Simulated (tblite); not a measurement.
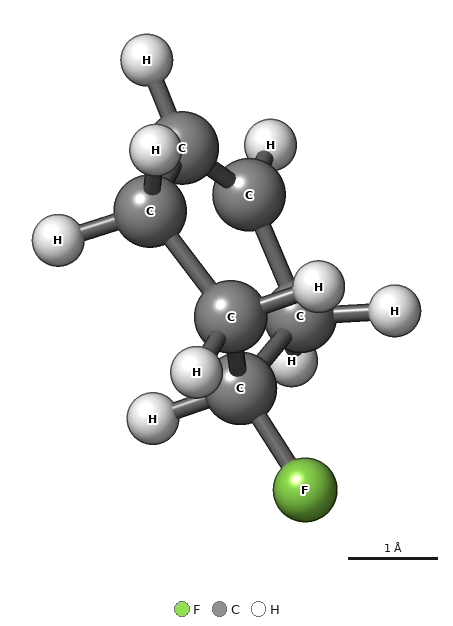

**Figure 1.** The input geometry (ball-and-stick view, seen at a tilt). Bond lengths as drawn: C–C 1.32 to 1.53 Å, C–F 1.39 Å and C–H 1.08 to 1.10 Å.

## Run report: C$_{6}$H$_{9}$F, nudged elastic band

System: C$_{6}$H$_{9}$F.
Method: GFN2-xTB climbing-image nudged elastic band, gas phase (tblite 0.8.0).

**The program's output**
```
image   E - E0 / eV
  0       0.0000
  1       0.0731
  2       0.0136
  3       0.2776
  4       0.3688
  5       0.1572
  6       0.0450
```

The run was set up as follows.

**Input file**
```
{"job": {"xc": "GFN2-xTB", "basis": "xTB", "kind": "neb"}, "charge": 0, "multiplicity": 1}
F      1.067749     2.357140     0.087189
C      0.487687     1.131478     0.372727
C      1.486334     0.020004     0.075263
C      0.812618    -1.317850     0.078944
C     -0.498993    -1.479207     0.027437
C     -1.469510    -0.340253    -0.045943
C     -0.774214     0.953957    -0.459781
H      0.241623     1.161685     1.442131
H      1.934619     0.204859    -0.906603
H      2.297141     0.035063     0.807373
H      1.471382    -2.173581     0.119868
H     -0.929690    -2.470330     0.045958
H     -1.942422    -0.213725     0.933847
H     -2.263829    -0.579060    -0.756641
H     -1.433730     1.811733    -0.319267
H     -0.494363     0.907031    -1.513912
```

The first line tells a small driver script what to run in tblite; the rest is the geometry in Å.

Launched with:
```bash
OMP_NUM_THREADS=1 python <driver script> task.json out
```

**Summary**

| quantity | value |
| --- | --- |
| outcome | converged |
| forward barrier | 0.369 eV |
| hardware | 1 CPU thread, shared host |
| wall time | 1.1 s |
| peak memory | 0.19 GiB |
